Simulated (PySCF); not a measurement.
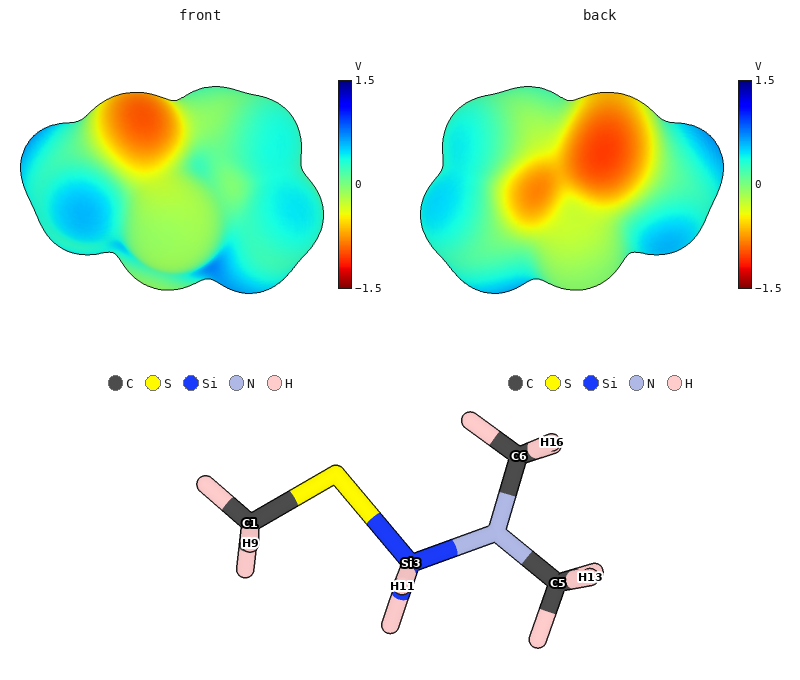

Figure. C3H11NSSi (SMILES CS[SiH2]N(C)C). The molecular electrostatic potential painted on the density surface at 0.001 e/bohr³, seen from the front and from behind; the colour scale runs from red (negative) to blue (positive). The bare structure is drawn below in the same view.

Geometry: GFN2-xTB.

Method: PBE0/def2-SVPD, SCF density, gas phase (PySCF 2.14.0).

```xyz
17

C     3.2995   -0.1407    0.5240
S     1.7859    0.8011    0.8634
Si    0.3846   -0.5399   -0.0413
N    -1.1675    0.0400    0.3589
C    -2.3221   -0.7161   -0.0466
C    -1.4794    1.4138    0.6726
H     3.2318   -1.1194    0.9878
H     4.1240    0.4180    0.9537
H     3.4349   -0.2393   -0.5483
H     0.5496   -1.8658    0.5569
H     0.7286   -0.6035   -1.4715
H    -2.0448   -1.7545   -0.2029
H    -2.7504   -0.3278   -0.9779
H    -3.0910   -0.6677    0.7290
H    -0.5754    1.9343    0.9771
H    -1.9151    1.9314   -0.1894
H    -2.2001    1.4481    1.4943
```

> Where is the surface potential most negative and most positive?

The most negative region (about −1.0 V) lies over S2, the most positive (about +0.7 V) over Si3, H8 and H12.
